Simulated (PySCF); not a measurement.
# C6H7BCl2: the cost of one run

Programs: PySCF 2.14.0, with routines of our own; each step states its level. All values are computed. Atoms count from 0.

## 1. The system as given

16 atoms, charge 0, multiplicity 1; geometry from: GFN2-xTB.

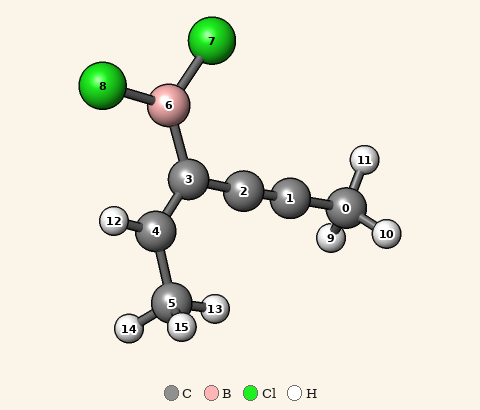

The starting geometry (carbon grey, boron pink, chlorine green, hydrogen white).

## 2. Magnetic properties: GIAO B97-2/pcSseg-1

What the job is given:

```
{"job": {"kind": "mag", "xc": "B97-2", "basis": "pcSseg-1", "isotopologues": 0}, "charge": 0, "multiplicity": 1}
C      2.962005     0.900741    -0.226888
C      1.540544     0.686892    -0.087117
C      0.358973     0.493190     0.026359
C     -1.046541     0.326282     0.166626
C     -1.598088    -0.903325     0.065368
C     -0.852753    -2.160641    -0.189112
B     -1.895640     1.602161     0.434984
Cl    -1.150800     3.150664     0.555816
Cl    -3.609298     1.510284     0.620137
H      3.297789     0.550788    -1.203134
H      3.499625     0.353781     0.547732
H      3.188761     1.962282    -0.133576
H     -2.670274    -0.998693     0.174321
H      0.215855    -1.975263    -0.260168
H     -1.202772    -2.616654    -1.115644
H     -1.044985    -2.873545     0.612885
```

With the program's defaults for keys left out, this is: GIAO B97-2/pcSseg-1 magnetisability, rotational g tensor and spin-rotation constants, non-relativistic, gas phase.

On the command line:

```
> OMP_NUM_THREADS=1 python excited_run.py task.json out
```

The driver reads the jobs from task.json and runs them one after another.

Q: Estimate the wall time and peak memory of this first job on 1 thread of Arm Neoverse N1, shared host.

About 71 s, with a peak of 0.91 GiB.
